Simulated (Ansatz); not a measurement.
Method: PBE (plane waves to 420 eV, PAW; Ansatz, a quantum-chemistry and plane-wave program).

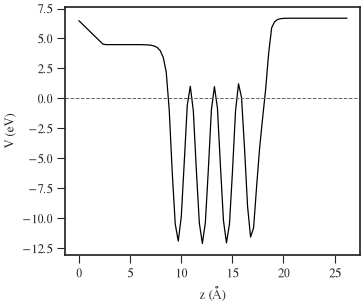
Figure. Plane-averaged electrostatic potential energy along the normal, in eV from the Fermi level, for O on the 1x1 (111) surface of fcc Ag, one in a 2x1 cell, started at the site 'top Ag'

Set-up: 9 atoms, 7.1 Å thick at the start under the adsorbate (thin: gaps and levels are the slab's own); mesh 6x12x1; 0.1 eV smearing; dipole correction on; 4 atoms held, the rest relaxed; start symmetry kept, larger cells not searched; spin-polarised, no spin-orbit, no U, no dispersion correction. At the end it is bonded to 3 Ag. In PBE this state lies 0.10 eV over the lowest of the starts that converged ('hollow Ag-Ag-Ag over Ag at depth 4.7 Å').

The surface cell has an area of 14.90 Å². What dipole along the normal does the step between the two vacuum levels imply?

the top vacuum level lies 2.20 eV above the bottom one; p = −ε₀ A ΔV (ε₀ = 0.005526 e/(V·Å)) gives -0.18 e·Å a cell.
